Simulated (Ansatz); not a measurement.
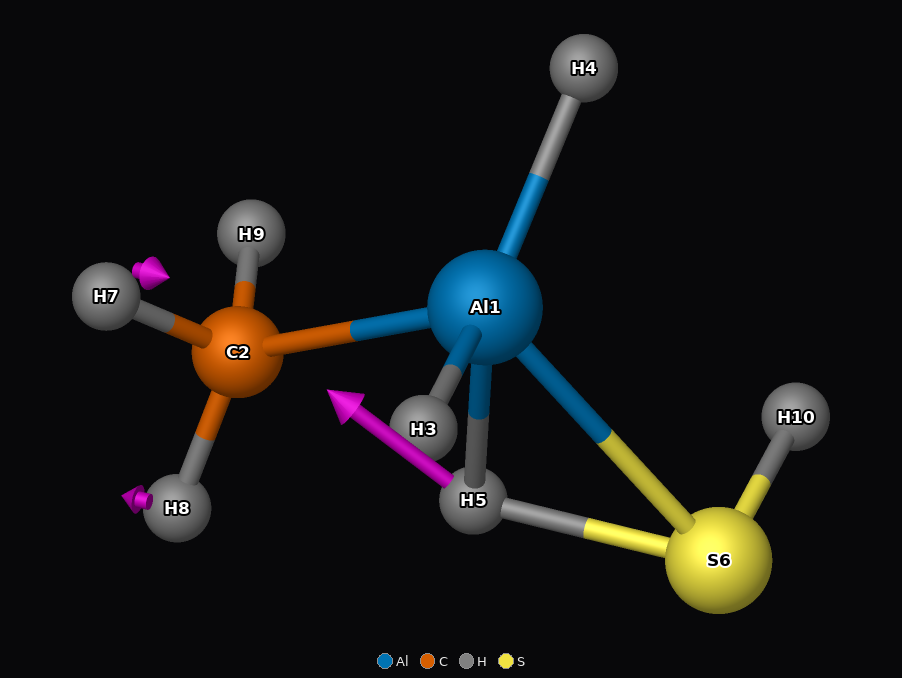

The arrows show one normal mode. Harmonic vibrations computed with RKS PBE0-D4/def2-SVP (Ansatz 0.2.0) at a stationary point of the same level. It is a saddle point of order 1.

Estimate its harmonic wavenumber.

Answer. 993i cm⁻¹; it is mode 1 of 24 counted from the lowest.
